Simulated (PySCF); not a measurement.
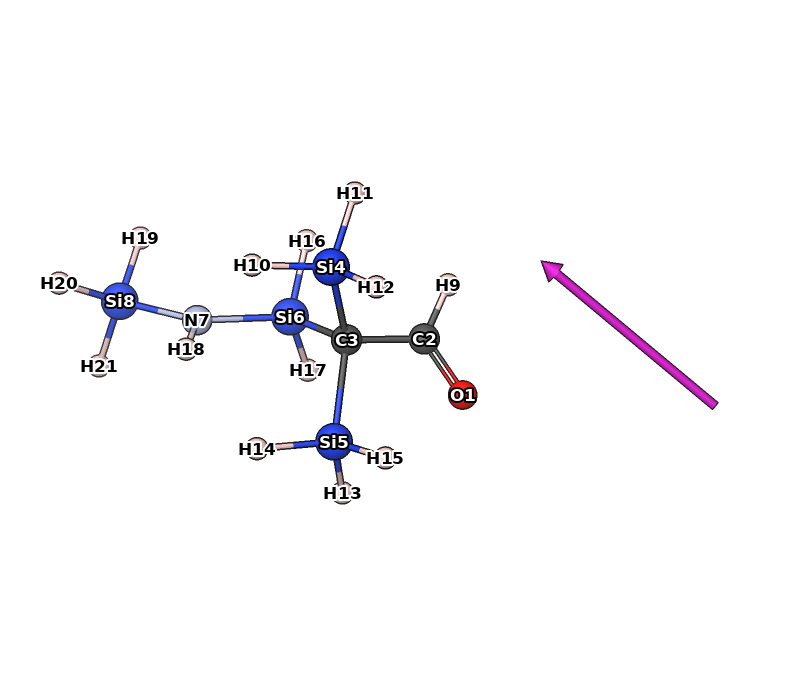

The arrow beside the molecule shows the direction of the dipole moment, from the negative to the positive end (its length means nothing). The geometry was computed by an optimisation with GFN2-xTB. No frequency run is at hand to confirm it as a minimum. Method: PBE0/pcSseg-1, gas phase (PySCF 2.14.0).

### How large is the dipole moment?

2.48 D; it points from the side of O1 to the side of H20 (the outermost atoms at the two ends).

The geometry is semi-empirical. Around Si such bond lengths and angles can be off by a tenth of an ångström or more and by several degrees, and values that hang on the shape move with them.
